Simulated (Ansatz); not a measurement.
# Ta3CdB: from a guess to a relaxed structure, part 2 of 3

The task: take a trial cell of Ta3CdB to zero force and stress.

Ansatz 0.2.0; DFT PBE, scalar-relativistic, plane waves, PAW. Earlier steps stand in the parts before.

### Step 3. Rough relaxation on the coarse mesh

Input file input.yaml:

```yaml
crystal:
  lattice:
    - [4.49242079, 0.0, 0.0]
    - [0.0, 4.49242079, 0.0]
    - [0.0, 0.0, 4.49242079]
  atoms:
    - { symbol: Ta, position: [0.0, 0.5, 0.5] }
    - { symbol: Ta, position: [0.5, 0.0, 0.5] }
    - { symbol: Ta, position: [0.5, 0.5, 0.0] }
    - { symbol: Cd, position: [0.5, 0.5, 0.5] }
    - { symbol: B, position: [0.0, 0.0, 0.0] }
basis:
  ecutwfc: 420
kpoints:
  mp_grid: { grid: [4, 4, 4] }
hamiltonian:
  xc: pbe
scf:
  occupations: { method: gaussian, width: 0.1 }
  lower_state_search: "off"
output:
  forces: true
  stress: true
  eigenvalues: true
relax:
  adjacent_minimum: "off"
  f_tol: 0.04
  max_steps: 70
  cell: { stress_tol: 0.4 }
```

Started as:

```bash
ansatz run input.yaml --threads 1 --pin off --max-ram 2048MiB --backend cpu --events-out ev --progress --plain --runs-dir out
```

The program printed:

```text
Warning: RAYON_NUM_THREADS=1 ignored (pool sized by the plan → 1); use --threads N
Engine: ansatz 0.2.0, aarch64-unknown-linux-gnu
Pseudopotentials: kind: paw
Pseudopotential: Ta, paw, valence charge 13, recommended cutoff 420 eV (normal), Ta.paw.azcp
Pseudopotential: Cd, paw, valence charge 20, recommended cutoff 420 eV (normal), Cd.paw.azcp
Pseudopotential: B, paw, valence charge 3, recommended cutoff 420 eV (normal), B.paw.azcp
Functional definition: PBE
  parameter kappa = 0.804
  parameter beta = 0.06672455060314922
  exchange = pbe_x(kappa = kappa, mu = beta*pi^2/3)
  correlation = pbe_c(beta = beta)
Crystal: 5 atoms, lattice volume = 90.665 Å³
Basis set: ecut = 420 eV, 1791 PW (Γ), exchange–correlation on 64×64×64 points (8 copies of the dense FFT grid, shifted against one another)
Bands: 38, of which v1, the nominal top of the filled ones, is band 31 counted from 1 (30 counted from 0)
Symmetry: 48 space group operations
Space group: Pm-3m (ITA 221), of the structure as read, at distance tolerance 4.5e-5 Å
k-points: 10 of 64
Non-local potential: Ta, projectors of the file, l = 0: 3, l = 1: 2, l = 2: 2, l = 3: 1
Non-local potential: Cd, projectors of the file, l = 0: 3, l = 1: 2, l = 2: 2, l = 3: 1
Non-local potential: B, projectors of the file, l = 0: 2, l = 1: 2, l = 2: 1
PAW form: soft (Blöchl's): semilocal exchange-correlation on the pseudo side does not see the compensation charge
PAW one-centre angular grid: Ta, 590 points (default); XC on 64 Gauss nodes
PAW one-centre angular grid: Cd, 590 points (default); XC on 64 Gauss nodes
PAW one-centre angular grid: B, 110 points (default); XC on 64 Gauss nodes
Initial density: superposition of atomic densities (neutral atoms: chi_scale 0, normalization atom), corrected by the library's trained network
Initial wavefunctions: pseudopotential atomic-orbital guess
Functional: x = pbe(κ = 0.804, μ = 0.2195149727645171), c = pbe(β = 0.06672455060314922)
SCF iter   1: F=—  HF=-38189.052118 eV  |F-HF|=—  |Δ(HF+E_count)|=         —  Δρ=9.30e-3  dr2=1.27e-1  ethr=1.77e-3  ⟨swp⟩=5.0  Hψ=1327  notcnv=0
preconditioner: auto → Resta (q_TF=auto, 2.561 Å⁻¹)  ε∞=9.1  [insulator: Δε(μ)=0.183 eV  Ē_g=7.501 eV  σ=0.100 eV  W_gap=0.80  n_scr=26 (ndim 8)  ℏωp=21.4 eV  f_vac=0.000  D(μ)=1.70/eV (n_scr^D=6)  ε∞_Penn≈9.1]
SCF iter   2: F=—  HF=-38189.030747 eV  |F-HF|=—  |Δ(HF+E_count)|=   2.14e-2  Δρ=4.64e-3  dr2=3.31e-2  ethr=2.05e-4  ⟨swp⟩=1.0  Hψ=460  notcnv=0
SCF iter   3: F=—  HF=-38189.022740 eV  |F-HF|=—  |Δ(HF+E_count)|=   8.01e-3  Δρ=7.19e-4  dr2=8.12e-4  ethr=5.33e-5  ⟨swp⟩=2.0  Hψ=453  notcnv=0
SCF iter   4: F=—  HF=-38189.022579 eV  |F-HF|=—  |Δ(HF+E_count)|=   1.60e-4  Δρ=2.46e-4  dr2=5.20e-5  ethr=1.31e-6  ⟨swp⟩=2.1  Hψ=561  notcnv=0
SCF iter   5: F=—  HF=-38189.022593 eV  |F-HF|=—  |Δ(HF+E_count)|=   1.40e-5  Δρ=9.65e-5  dr2=7.59e-6  ethr=8.38e-8  ⟨swp⟩=2.0  Hψ=639  notcnv=0  defer=1
SCF iter   6: F=—  HF=-38189.022592 eV  |F-HF|=—  |Δ(HF+E_count)|=   1.79e-6  Δρ=2.01e-5  dr2=2.58e-7  ethr=1.22e-8  ⟨swp⟩=2.0  Hψ=625  notcnv=0  defer=1
SCF iter   7: F=-38189.022592 eV  HF=-38189.022592 eV  |F-HF|=6.62e-10  |Δ(HF+E_count)|=   4.62e-8  Δρ=2.91e-6  dr2=7.26e-9  ethr=1.61e-10  ⟨swp⟩=8.6  Hψ=1458  notcnv=0
SCF 1 converged in 7 iterations: F = -38189.022592 eV  dr2 = 7.26e-9
relax step   1: F+E_penalty+E_count = -38189.02259163 eV  Δ(F+E_penalty+E_count) = +0.000e0 eV  max|allowed force component| = 1.039e-28 eV/Å  Δτ_max = 0.0000 Å  P = +44.811 GPa  Ω = 90.665 Å³  (7 SCF iters, dr2 threshold 1.00e-7 eV, accepted)
Crystal: 5 atoms, lattice volume = 104.582 Å³
Basis set: ecut = 420 eV, 2007 PW (Γ), exchange–correlation on 64×64×64 points (8 copies of the dense FFT grid, shifted against one another)
Initial density: handed on by an earlier stage of this run
Initial wavefunctions: those handed on with the density
iter 1 solved again at ethr=4.83e-4 eV; its pass at ethr=3.10e-3 eV (dr2=2.99e-1 eV) is discarded
SCF iter   1: F=—  HF=-38191.532561 eV  |F-HF|=—  |Δ(HF+E_count)|=         —  Δρ=1.24e-2  dr2=2.98e-1  ethr=4.83e-4  ⟨swp⟩=1.0  Hψ=2005  notcnv=0
preconditioner: auto → Resta (q_TF=auto, 2.501 Å⁻¹)  ε∞=9.1  [insulator: Δε(μ)=0.224 eV  Ē_g=6.976 eV  σ=0.100 eV  W_gap=0.88  n_scr=26 (ndim 8)  ℏωp=19.9 eV  f_vac=0.000  D(μ)=1.45/eV (n_scr^D=6)  ε∞_Penn≈9.1]
SCF iter   2: F=—  HF=-38191.471491 eV  |F-HF|=—  |Δ(HF+E_count)|=   6.11e-2  Δρ=5.52e-3  dr2=4.27e-2  ethr=4.80e-4  ⟨swp⟩=2.0  Hψ=580  notcnv=0
SCF iter   3: F=—  HF=-38191.462196 eV  |F-HF|=—  |Δ(HF+E_count)|=   9.29e-3  Δρ=1.48e-3  dr2=1.83e-3  ethr=6.89e-5  ⟨swp⟩=2.0  Hψ=522  notcnv=0
SCF iter   4: F=—  HF=-38191.461967 eV  |F-HF|=—  |Δ(HF+E_count)|=   2.30e-4  Δρ=3.90e-4  dr2=1.33e-4  ethr=2.96e-6  ⟨swp⟩=2.0  Hψ=520  notcnv=0
SCF iter   5: F=—  HF=-38191.462049 eV  |F-HF|=—  |Δ(HF+E_count)|=   8.24e-5  Δρ=9.46e-5  dr2=1.10e-5  ethr=2.15e-7  ⟨swp⟩=2.3  Hψ=599  notcnv=0
SCF iter   6: F=-38191.462048 eV  HF=-38191.462048 eV  |F-HF|=2.61e-8  |Δ(HF+E_count)|=   9.33e-7  Δρ=1.74e-5  dr2=3.47e-7  ethr=8.06e-10  ⟨swp⟩=4.9  Hψ=1634  notcnv=0
SCF 2 converged in 6 iterations: F = -38191.462048 eV  dr2 = 3.47e-7
relax step   2: F+E_penalty+E_count = -38191.46204791 eV  Δ(F+E_penalty+E_count) = -2.439e0 eV  max|allowed force component| = 5.251e-29 eV/Å  Δτ_max = 0.0000 Å  P = +15.251 GPa  Ω = 104.582 Å³  energy of the carried Pulay correction = -7.126e-3 eV  (6 SCF iters, dr2 threshold 5.00e-7 eV, accepted)
Crystal: 5 atoms, lattice volume = 113.552 Å³
Basis set: ecut = 420 eV, 2205 PW (Γ), exchange–correlation on 64×64×64 points (8 copies of the dense FFT grid, shifted against one another)
iter 1 solved again at ethr=1.03e-4 eV; its pass at ethr=3.10e-3 eV (dr2=6.41e-2 eV) is discarded
SCF iter   1: F=—  HF=-38191.994951 eV  |F-HF|=—  |Δ(HF+E_count)|=         —  Δρ=5.93e-3  dr2=6.60e-2  ethr=1.03e-4  ⟨swp⟩=1.1  Hψ=1821  notcnv=0
preconditioner: auto → Resta (q_TF=auto, 2.467 Å⁻¹)  ε∞=9.8  [insulator: Δε(μ)=0.212 eV  Ē_g=6.443 eV  σ=0.100 eV  W_gap=0.87  n_scr=26 (ndim 8)  ℏωp=19.1 eV  f_vac=0.000  D(μ)=1.65/eV (n_scr^D=6)  ε∞_Penn≈9.8]
SCF iter   2: F=—  HF=-38191.981179 eV  |F-HF|=—  |Δ(HF+E_count)|=   1.38e-2  Δρ=2.62e-3  dr2=9.53e-3  ethr=1.03e-4  ⟨swp⟩=2.1  Hψ=510  notcnv=0
SCF iter   3: F=—  HF=-38191.979261 eV  |F-HF|=—  |Δ(HF+E_count)|=   1.92e-3  Δρ=7.95e-4  dr2=5.55e-4  ethr=1.54e-5  ⟨swp⟩=2.0  Hψ=517  notcnv=0
SCF iter   4: F=—  HF=-38191.979229 eV  |F-HF|=—  |Δ(HF+E_count)|=   3.25e-5  Δρ=1.69e-4  dr2=3.10e-5  ethr=8.95e-7  ⟨swp⟩=2.0  Hψ=498  notcnv=0
SCF iter   5: F=—  HF=-38191.979198 eV  |F-HF|=—  |Δ(HF+E_count)|=   3.02e-5  Δρ=4.53e-5  dr2=2.79e-6  ethr=5.00e-8  ⟨swp⟩=2.1  Hψ=536  notcnv=0
SCF iter   6: F=-38191.979198 eV  HF=-38191.979198 eV  |F-HF|=1.88e-8  |Δ(HF+E_count)|=   1.83e-7  Δρ=8.96e-6  dr2=1.17e-7  ethr=8.06e-10  ⟨swp⟩=6.0  Hψ=1508  notcnv=0
SCF 3 converged in 6 iterations: F = -38191.979198 eV  dr2 = 1.17e-7
relax step   3: F+E_penalty+E_count = -38191.97919827 eV  Δ(F+E_penalty+E_count) = -5.172e-1 eV  max|allowed force component| = 5.739e-30 eV/Å  Δτ_max = 0.0000 Å  P = +4.025 GPa  Ω = 113.552 Å³  energy of the carried Pulay correction = -1.121e-2 eV  (6 SCF iters, dr2 threshold 5.00e-7 eV, accepted)
Crystal: 5 atoms, lattice volume = 117.153 Å³
Basis set: ecut = 420 eV, 2301 PW (Γ), exchange–correlation on 64×64×64 points (8 copies of the dense FFT grid, shifted against one another)
iter 1 solved again at ethr=1.19e-5 eV; its pass at ethr=3.10e-3 eV (dr2=7.35e-3 eV) is discarded
SCF iter   1: F=—  HF=-38192.030829 eV  |F-HF|=—  |Δ(HF+E_count)|=         —  Δρ=2.09e-3  dr2=7.76e-3  ethr=1.19e-5  ⟨swp⟩=1.1  Hψ=1755  notcnv=0
preconditioner: auto → Resta (q_TF=auto, 2.454 Å⁻¹)  ε∞=10.1  [insulator: Δε(μ)=0.136 eV  Ē_g=6.221 eV  σ=0.100 eV  W_gap=0.59  n_scr=26 (ndim 8)  ℏωp=18.8 eV  f_vac=0.000  D(μ)=2.04/eV (n_scr^D=6)  ε∞_Penn≈10.1]
SCF iter   2: F=—  HF=-38192.029228 eV  |F-HF|=—  |Δ(HF+E_count)|=   1.60e-3  Δρ=9.27e-4  dr2=1.14e-3  ethr=1.19e-5  ⟨swp⟩=2.1  Hψ=510  notcnv=0
SCF iter   3: F=—  HF=-38192.029003 eV  |F-HF|=—  |Δ(HF+E_count)|=   2.25e-4  Δρ=2.85e-4  dr2=7.54e-5  ethr=1.85e-6  ⟨swp⟩=2.0  Hψ=516  notcnv=0
SCF iter   4: F=—  HF=-38192.028963 eV  |F-HF|=—  |Δ(HF+E_count)|=   3.97e-5  Δρ=6.19e-5  dr2=4.37e-6  ethr=1.22e-7  ⟨swp⟩=2.4  Hψ=594  notcnv=0
iter 5 did not close the SCF: its close was put off for the readings that it lacked (scf_convergence_deferred on its scf_iter line)
SCF iter   5: F=-38192.028963 eV  HF=-38192.028963 eV  |F-HF|=1.27e-7  |Δ(HF+E_count)|=   7.62e-8  Δρ=1.55e-5  dr2=3.48e-7  ethr=7.04e-9  ⟨swp⟩=2.0  Hψ=520  notcnv=0
SCF iter   6: F=-38192.028963 eV  HF=-38192.028963 eV  |F-HF|=1.98e-9  |Δ(HF+E_count)|=   1.40e-8  Δρ=3.23e-6  dr2=1.46e-8  ethr=5.62e-10  ⟨swp⟩=3.8  Hψ=1323  notcnv=0
the search or the solves at the SCF's close seem to have found levels that the self-consistency loop had missed (the run counts 1). By its estimate they hold under 1e-12 electrons; where the run keeps them, the occupations were computed again with them
SCF 4 converged in 6 iterations: F = -38192.028963 eV  dr2 = 1.46e-8
relax step   4: F+E_penalty+E_count = -38192.02896326 eV  Δ(F+E_penalty+E_count) = -4.976e-2 eV  max|allowed force component| = 1.184e-29 eV/Å  Δτ_max = 0.0000 Å  P = +0.644 GPa  Ω = 117.153 Å³  energy of the carried Pulay correction = -1.275e-2 eV  (6 SCF iters, dr2 threshold 5.00e-7 eV, accepted)
Crystal: 5 atoms, lattice volume = 117.913 Å³
Basis set: ecut = 420 eV, 2325 PW (Γ), exchange–correlation on 64×64×64 points (8 copies of the dense FFT grid, shifted against one another)
iter 1 solved again at ethr=5.14e-7 eV; its pass at ethr=3.10e-3 eV (dr2=3.19e-4 eV) is discarded
SCF iter   1: F=—  HF=-38192.030306 eV  |F-HF|=—  |Δ(HF+E_count)|=         —  Δρ=4.39e-4  dr2=3.45e-4  ethr=5.14e-7  ⟨swp⟩=2.1  Hψ=1705  notcnv=0
preconditioner: auto → Resta (q_TF=auto, 2.451 Å⁻¹)  ε∞=10.2  [insulator: Δε(μ)=0.124 eV  Ē_g=6.162 eV  σ=0.100 eV  W_gap=0.53  n_scr=26 (ndim 8)  ℏωp=18.7 eV  f_vac=0.000  D(μ)=2.13/eV (n_scr^D=6)  ε∞_Penn≈10.2]
SCF iter   2: F=—  HF=-38192.030185 eV  |F-HF|=—  |Δ(HF+E_count)|=   1.21e-4  Δρ=1.93e-4  dr2=5.02e-5  ethr=5.14e-7  ⟨swp⟩=2.0  Hψ=511  notcnv=0
SCF iter   3: F=—  HF=-38192.030175 eV  |F-HF|=—  |Δ(HF+E_count)|=   9.48e-6  Δρ=5.96e-5  dr2=3.50e-6  ethr=8.10e-8  ⟨swp⟩=2.0  Hψ=519  notcnv=0
iter 4 did not close the SCF: its close was put off for the readings that it lacked (scf_convergence_deferred on its scf_iter line)
SCF iter   4: F=-38192.030175 eV  HF=-38192.030175 eV  |F-HF|=7.41e-8  |Δ(HF+E_count)|=   6.95e-8  Δρ=1.49e-5  dr2=2.42e-7  ethr=5.64e-9  ⟨swp⟩=2.0  Hψ=504  notcnv=0
iter 5 did not close the SCF: its close was put off for the readings that it lacked (scf_convergence_deferred on its scf_iter line)
SCF iter   5: F=-38192.030175 eV  HF=-38192.030175 eV  |F-HF|=5.11e-9  |Δ(HF+E_count)|=   3.22e-9  Δρ=3.43e-6  dr2=1.74e-8  ethr=3.90e-10  ⟨swp⟩=2.0  Hψ=517  notcnv=0
SCF iter   6: F=-38192.030175 eV  HF=-38192.030175 eV  |F-HF|=1.46e-10  |Δ(HF+E_count)|=  1.67e-10  Δρ=8.03e-7  dr2=8.04e-10  ethr=2.81e-11  ⟨swp⟩=1.9  Hψ=1092  notcnv=0
SCF 5 converged in 6 iterations: F = -38192.030175 eV  dr2 = 8.04e-10
relax step   5: F+E_penalty+E_count = -38192.03017514 eV  Δ(F+E_penalty+E_count) = -1.212e-3 eV  max|allowed force component| = 1.700e-29 eV/Å  Δτ_max = 0.0000 Å  P = +0.005 GPa  Ω = 117.913 Å³  energy of the carried Pulay correction = -1.307e-2 eV  (6 SCF iters, dr2 threshold 5.00e-7 eV, accepted)
Basis set: ecut = 420 eV, 2325 PW (Γ), exchange–correlation on 72×72×72 points (8 copies of the dense FFT grid, shifted against one another)
Initial wavefunctions: pseudopotential atomic-orbital guess (no wavefunctions were taken with the density)
iter 1 solved again at ethr=6.58e-7 eV; its pass at ethr=3.10e-3 eV (dr2=4.08e-4 eV) is discarded
SCF iter   1: F=—  HF=-38192.052206 eV  |F-HF|=—  |Δ(HF+E_count)|=         —  Δρ=7.41e-4  dr2=7.16e-5  ethr=6.58e-7  ⟨swp⟩=3.1  Hψ=2240  notcnv=0
preconditioner: auto → Resta (q_TF=auto, 2.451 Å⁻¹)  ε∞=10.3  [insulator: Δε(μ)=0.126 eV  Ē_g=6.155 eV  σ=0.100 eV  W_gap=0.54  n_scr=26 (ndim 8)  ℏωp=18.7 eV  f_vac=0.000  D(μ)=2.13/eV (n_scr^D=6)  ε∞_Penn≈10.3]
SCF iter   2: F=—  HF=-38192.053027 eV  |F-HF|=—  |Δ(HF+E_count)|=   8.21e-4  Δρ=3.78e-4  dr2=1.42e-5  ethr=1.16e-7  ⟨swp⟩=2.0  Hψ=514  notcnv=0
SCF iter   3: F=—  HF=-38192.053304 eV  |F-HF|=—  |Δ(HF+E_count)|=   2.77e-4  Δρ=5.12e-5  dr2=4.65e-7  ethr=2.29e-8  ⟨swp⟩=3.0  Hψ=721  notcnv=0
SCF iter   4: F=—  HF=-38192.053305 eV  |F-HF|=—  |Δ(HF+E_count)|=   1.34e-6  Δρ=5.90e-6  dr2=2.48e-8  ethr=7.49e-10  ⟨swp⟩=2.2  Hψ=673  notcnv=0
iter 5 did not close the SCF: its close was put off for the readings that it lacked (scf_convergence_deferred on its scf_iter line)
SCF iter   5: F=-38192.053305 eV  HF=-38192.053305 eV  |F-HF|=2.18e-11  |Δ(HF+E_count)|=   7.06e-9  Δρ=1.53e-6  dr2=2.00e-9  ethr=4.00e-11  ⟨swp⟩=2.0  Hψ=525  notcnv=0
SCF iter   6: F=-38192.053305 eV  HF=-38192.053305 eV  |F-HF|=2.91e-11  |Δ(HF+E_count)|=  5.68e-10  Δρ=1.64e-7  dr2=3.97e-11  ethr=3.23e-12  ⟨swp⟩=2.6  Hψ=1223  notcnv=0
SCF 6 converged in 6 iterations: F = -38192.053305 eV  dr2 = 3.97e-11
relax step   6: F+E_penalty+E_count = -38192.05330540 eV  Δ(F+E_penalty+E_count) = -2.313e-2 eV  max|allowed force component| = 9.894e-30 eV/Å  Δτ_max = 0.0000 Å  P = +0.169 GPa  Ω = 117.913 Å³  stress off target by 1.69e-1 GPa  SCF on the basis re-selected at this cell (its energy is not comparable with the rows above)  (6 SCF iters)
basis re-selected at this cell: Δ(F+E_penalty+E_count) = -2.313e-2 eV, ΔP = +0.164 GPa vs the last step (what re-selecting the basis moved, of the pressure what is left beyond the Pulay correction that the steps carried, after the strain that the cell walked since its last selection, with what the two solves' SCF thresholds leave and, on support functions, any second-order correction that the steps lacked; it is no measure of the basis error at this ecutwfc). The dense FFT grid was sized anew with the basis: this SCF ran on 36×36×36 points, the steps before it on 32×32×32, so part of this shift can come from that change (see relax.cell in the input reference). This SCF's stress stands 1.69e-1 GPa from its target on what of the cell is left free (relax.cell.stress_tol is 4.00e-1 GPa) and its largest allowed force component is 9.89e-30 eV/Å (relax.f_tol is 4.00e-2 eV/Å): within both
SCF converged after 6 iterations
Free energy (F): -38192.053305 eV
Harris-Foulkes:  -38192.053305 eV  (|F-HF|=2.91e-11)
Internal energy: -38192.042643 eV  (E = F + TS)
E sigma→0 (E₀):  -38192.047974 eV
Entropy (-TS):   -0.010663 eV (-2.133 meV/atom)
Fermi energy:    11.022069 eV
--- Per-component energies (eV) ---
  E_band       = -1108.522575
  E_kinetic    = 1626.959939
  E_local      = -7829.051677  (includes V_loc(G=0)·N_el)
  E_nonlocal   = 82.857114
  E_hartree    = 3368.339551
  E_xc         = -853.507899
  E_vxc        = -857.858387  (∫ρ·V_xc dr)
  E_paw        = -29343.272855  (= ΣΔE_a)
  E_vpaw       = -868.109274  (= ΣTr[D̂ρ^β])
  E_aug_tail   = 0.000450  (compensation charges beyond the density's cutoff)
  E_ewald      = -5244.367265
  E_smearing   = -0.010663  (= −TS)
  E_closure    = -0.000000  (closes the sum)
  Σ components = -38192.053305   (vs F -38192.053305, Δ=0.00e0)
--- Forces (eV/Å), atoms counted from 1 ---
  atom   1  Ta    -0.00000000     0.00000000     0.00000000
  atom   2  Ta    -0.00000000     0.00000000    -0.00000000
  atom   3  Ta     0.00000000     0.00000000     0.00000000
  atom   4  Cd     0.00000000    -0.00000000    -0.00000000
  atom   5  B      0.00000000     0.00000000     0.00000000
  max |Σ_I F_I| component: 1.36e-29 eV/Å
--- Stress (GPa, compression-positive) ---
        0.168862      -0.000000       0.000000
       -0.000000       0.168862       0.000000
        0.000000       0.000000       0.168862
  P = ⅓ Tr σ = 0.1689 GPa (1.689 kbar)
--- Band table (eV; the first three rows and the last of 10) ---
  k-point 0: bands = ["-92.9132", "-57.6698", "-57.6600", "-57.6600", "-53.9815", "-53.9815", "-53.9815", "-24.2041", "-24.2041", "-24.2041", "-24.0856", "-24.0856", "-24.0856", "-24.0540", "-24.0540", "-24.0540", "0.1469", "0.1469", "0.7426", "0.7426", "0.7426", "2.8250", "5.6712", "9.4687", "9.4687", "10.2228", "10.2228", "10.2228", "10.6435", "10.6435", "10.6435", "11.0424", "12.3136", "12.3136", "12.3136", "13.8401", "13.8401", "13.8545"]
  k-point 1: bands = ["-92.9131", "-57.6696", "-57.6630", "-57.6600", "-53.9815", "-53.9815", "-53.9772", "-24.2039", "-24.1943", "-24.1943", "-24.0895", "-24.0895", "-24.0861", "-24.0802", "-24.0607", "-24.0607", "0.1495", "0.3827", "0.7458", "0.8175", "0.8175", "3.3223", "5.7560", "8.5534", "9.9114", "10.0169", "10.0169", "10.2508", "10.2508", "10.3453", "10.6089", "10.6404", "12.0555", "12.4003", "12.4003", "12.4808", "13.1931", "13.4594"]
  k-point 2: bands = ["-92.9131", "-57.6690", "-57.6665", "-57.6599", "-53.9815", "-53.9815", "-53.9729", "-24.2034", "-24.1822", "-24.1822", "-24.1067", "-24.0970", "-24.0970", "-24.0866", "-24.0661", "-24.0661", "0.1520", "0.5973", "0.7490", "0.8951", "0.8951", "4.3359", "5.3551", "8.4139", "8.7796", "9.7542", "9.7542", "9.9998", "9.9998", "10.5086", "10.7046", "11.3903", "11.5252", "11.7645", "12.0968", "12.2033", "12.2033", "13.8874"]
  k-point 9: bands = ["-92.9129", "-57.6690", "-57.6690", "-57.6690", "-53.9730", "-53.9730", "-53.9730", "-24.3202", "-24.1578", "-24.1578", "-24.1578", "-24.1438", "-24.1438", "-24.0375", "-24.0375", "-24.0375", "1.0366", "1.0366", "1.0456", "1.0456", "1.0456", "5.8962", "6.8951", "6.8951", "6.8951", "7.4664", "10.2000", "10.2000", "10.2000", "10.8088", "10.8088", "10.8088", "11.2353", "11.2353", "11.2353", "11.8003", "12.7998", "12.7998"]
--- Relaxed structure (5 steps of the walk, 5 accepted, 1 SCFs on fresh bases) ---
  F+E_penalty+E_count = -38192.05330540 eV   max|allowed force component| = 9.894e-30 eV/Å   (the final SCF, on the basis selected at the relaxed cell)
  cell:  # Å, volume = 117.9129 Å³
    - [4.903661336452696, -6.905261321438401e-33, -2.2790171008582292e-33]
    - [-1.769448136405773e-33, 4.903661336452696, 0.0]
    - [-2.2469182684517753e-34, 0.0, 4.903661336452696]
  atoms:
    - { symbol: Ta, position: [-3.187388089344208e-36, 0.5, 0.5] }
    - { symbol: Ta, position: [0.5, 6.363611947179442e-37, 0.5] }
    - { symbol: Ta, position: [0.5, 0.5, -5.861221529753411e-38] }
    - { symbol: Cd, position: [0.5, 0.5, 0.5] }
    - { symbol: B, position: [7.418631823002651e-36, -1.0940946857255636e-36, 4.298229122296068e-37] }
```

It took 14 s on 1 thread of Arm Neoverse V1, shared host; peak memory 0.39 GiB.

Relaxation path:

```csv
step,E - E(step 1) (eV/cell),largest force component (eV/Å),pressure (GPa),volume (Å³)
1,0.0000,0.0000,44.81,90.67
2,-2.4395,0.0000,15.25,104.58
3,-2.9566,0.0000,4.02,113.55
4,-3.0064,0.0000,0.64,117.15
5,-3.0076,0.0000,0.00,117.91
6,-3.0307,0.0000,0.17,117.91
```

Step 1 is the start. Step 6 repeats the geometry before it on a plane-wave basis chosen anew for that cell, so its energy need not be comparable with the rows above.

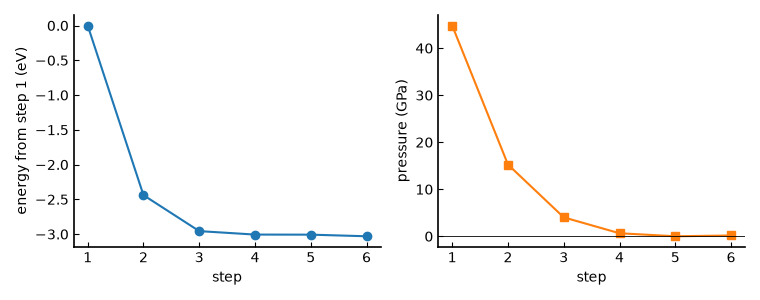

Energy and pressure along the relaxation.

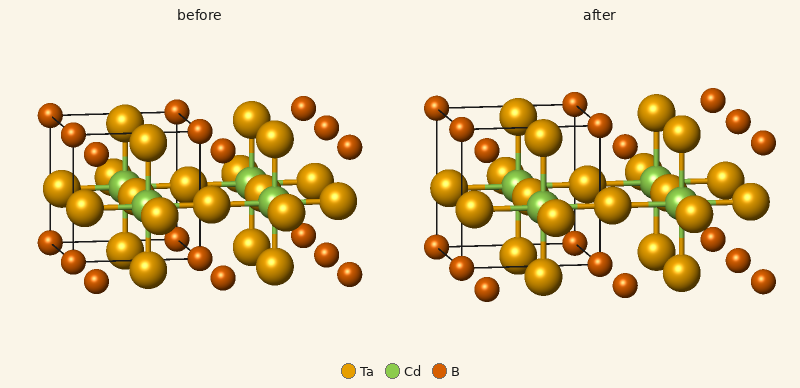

Before and after, at one scale.

|  | before | after | change |
| --- | --- | --- | --- |
| a (Å) | 4.492 | 4.904 | +9.2 % |
| b (Å) | 4.492 | 4.904 | +9.2 % |
| c (Å) | 4.492 | 4.904 | +9.2 % |
| volume (Å³/atom) | 18.13 | 23.58 | +30.1 % |
| shortest distance (Å) | 2.246 | 2.452 | +9.2 % |
| space group (0.01 Å) | Pm-3m | Pm-3m | same |

The run keeps the 48 symmetry operations of the start, so it could not have lowered the symmetry.

(Part 2 of 3 ends here.)
